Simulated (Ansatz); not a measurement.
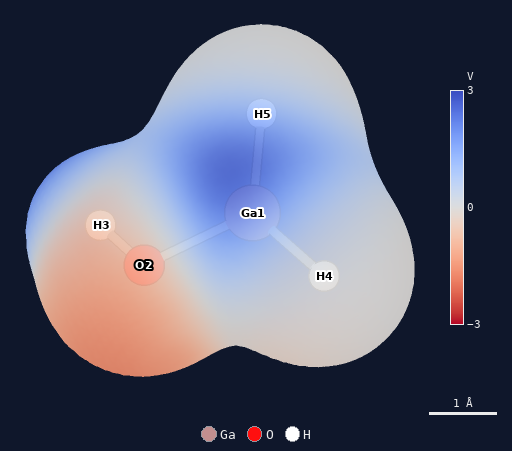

*GaH$_{3}$O. The molecular electrostatic potential painted on the density surface at 0.002 e/bohr³, seen at a tilt; red is negative and blue positive.*

These are results of RKS PBE/def2-TZVP in Ansatz 0.2.0, not measurements.

```yaml
atoms:
  - { symbol: Ga, position_ang: [-0.0189, -0.0219, -0.0630] }
  - { symbol: O, position_ang: [0.0110, -0.1244, 1.7444] }
  - { symbol: H, position_ang: [-0.8827, -0.1678, 2.1228] }
  - { symbol: H, position_ang: [1.4099, 0.0494, -0.6951] }
  - { symbol: H, position_ang: [-1.4289, -0.0167, -0.7621] }
```

Where is the surface potential most negative and most positive?

Answer. The most negative region (about −1.6 V) lies over O2, the most positive (about +2.5 V) over Ga1. O2 is the likeliest acceptor of a hydrogen bond.
